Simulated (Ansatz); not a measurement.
The figure comes from a scan of PbS (rock salt): a phonon pattern at L = (0.5, 0.0, 0.0) is frozen into a 4-atom cell, Q being the largest atomic displacement. Method: PBE (plane waves to 420 eV, PAW, scalar-relativistic; Ansatz, a program for electronic structure). k mesh 5×10×10 (Γ-centred), Fermi-Dirac smearing 0.05 eV. PbS was relaxed with its symmetry unable to fall. Spin-orbit coupling is left out, though Pb is heavy. 

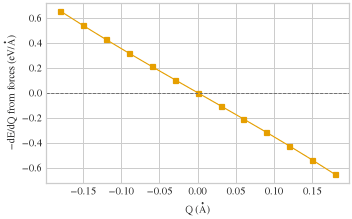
*−dE/dQ from forces (eV/Å) against Q (Å); one marker a computed point.*

Question: Turn the plot into a table (rounded to what can be read).

Answer: To the nearest 0.02:

```
Q (Å)   −dE/dQ from forces (eV/Å)
------  -------------------------
-0.180                       0.66
-0.150                       0.54
-0.120                       0.42
-0.090                       0.32
-0.060                       0.22
-0.030                       0.10
0.000                        0.00
0.030                       -0.10
0.060                       -0.22
0.090                       -0.32
0.120                       -0.42
0.150                       -0.54
0.180                       -0.66
```

(A displaced cell: forces are minus the slopes of the energy, force constants its curvatures, and phonons follow from these.)
